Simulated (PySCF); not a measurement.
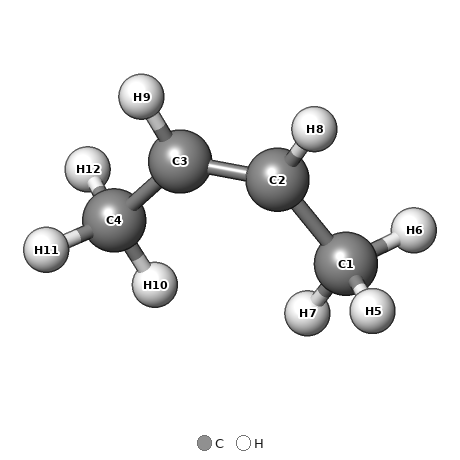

C₄H₈, SMILES C/C=C\C. Simulated ¹H spectrum at 400 MHz, line width 1.5 Hz, from GIAO shifts (PBE0/pcSseg-1, against TMS) and couplings (B3LYP/pcJ-1), PySCF 2.14.0, at a GFN2-xTB geometry (no frequency check). Gas phase, values of one conformer, averaged over methyl-type rotors and exact or near symmetry; couplings among ¹H are treated exactly, other nuclei are left out. The spin-dipole term of J is left out for all pairs. The upper panels enlarge each group of lines, each scaled alone.

Give the shifts and couplings that make up the spectrum.

Answer.
```csv
δ (ppm),nuclei,atoms
5.73,2,"H8, H9"
1.80,6,"H5, H6, H7, H10, H11, H12"
```


```tsv
pair	J (Hz)
H8–H9	12.8
H8–H5, H8–H6, H8–H7, H9–H10, H9–H11, H9–H12	7.7
H8–H10, H8–H11, H8–H12, H9–H5, H9–H6, H9–H7	−2.5
H5/H6/H7 – H10/H11/H12	1.5
```

Not listed: couplings under 0.5 Hz, those between magnetically equivalent nuclei.

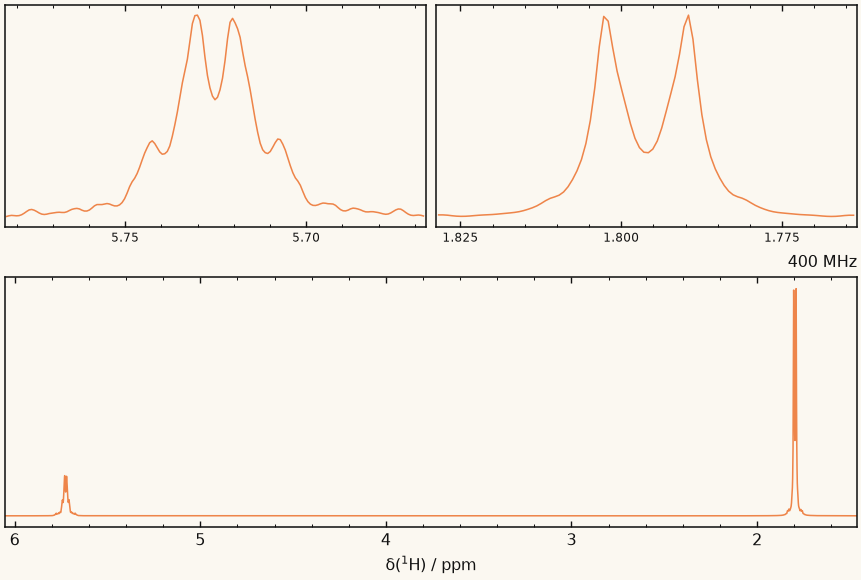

Caveats, for all or some of the runs: the tight-binding geometry is rougher than a DFT one and adds to the error.
